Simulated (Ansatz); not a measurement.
```
atom    x (Å)    y (Å)    z (Å)
   B  -0.8389   0.8566   0.0257
   P  -0.3671   0.6058   1.7995
   H  -0.6379   1.9274  -0.4902
   H  -0.0163  -0.7591   1.9494
   H  -1.5006   0.0166  -0.5309
   H   0.8860   1.2393   1.9919
```

Geometry: r2SCAN-D4/def2-SVP.

These are results of Ansatz 0.2.0, isolated molecule in a Gaussian basis; Kohn-Sham density functional theory, functional PBE0, not measurements.

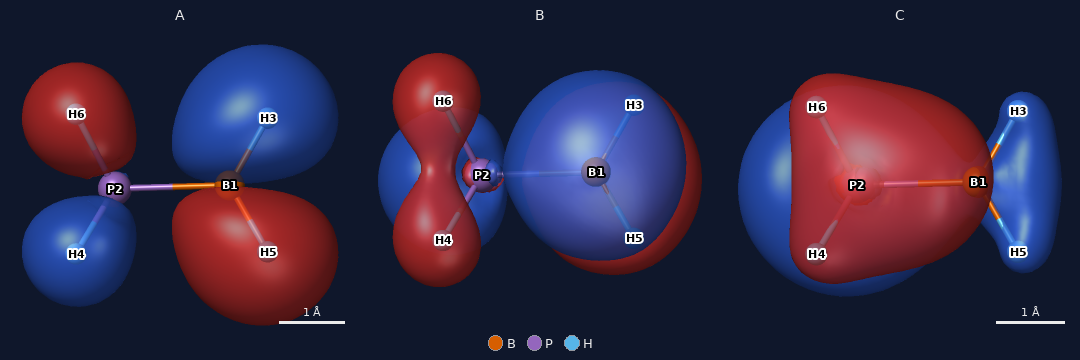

BH4P (SMILES BP). Three frontier orbitals at ±0.08 Å⁻³ᐟ² (blue and red are the two phases), in no order.

Order the three orbitals by energy and name them.

Answer. A is the HOMO−1 (−9.69 eV). It lies mainly on B1 (about 35 %), H3 (about 20 %), H5 (about 20 %) and P2 (about 10 %). C is the HOMO (−7.50 eV). It lies mainly on P2 (about 70 %) and B1 (about 20 %). B is the LUMO (−1.82 eV). Its weight (Hirshfeld) is mainly on B1 (about 55 %), P2 (about 25 %), H3 (about 5 %) and H5 (about 5 %).

What is the HOMO–LUMO gap?

Answer. 5.68 eV between the orbital energies.
